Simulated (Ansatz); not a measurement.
```xyz
8

C    -0.4650    1.1353   -0.6301
N    -0.4967    0.1600    0.2040
Al    0.8396   -1.2260    0.4505
F     0.2679   -2.1897    1.6463
H     0.3932    1.2481   -1.3075
H    -1.2805    1.8693   -0.6870
H    -1.3349    0.1264    0.8021
H     2.0763   -1.1234   -0.4782
```

All numbers below come from RKS r2SCAN/def2-SVP in Ansatz.

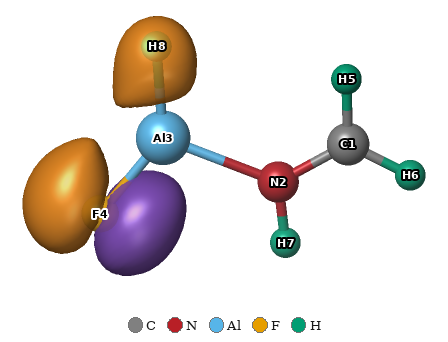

CH4AlFN (SMILES C=[NH+][AlH][F]) (charge +1). The HOMO−1 at ±0.15 Å⁻³ᐟ² (orange and purple are the two phases), seen at an oblique angle.

Where does this orbital lie, and at what energy?

Answer. It lies mainly on F4 (about 75 %), Al3 (about 15 %) and H8 (about 5 %); it is symmetric in the molecular plane (an in-plane orbital: σ, lone-pair or in-plane π type); largely a lone pair of F4. Its energy is −14.79 eV.
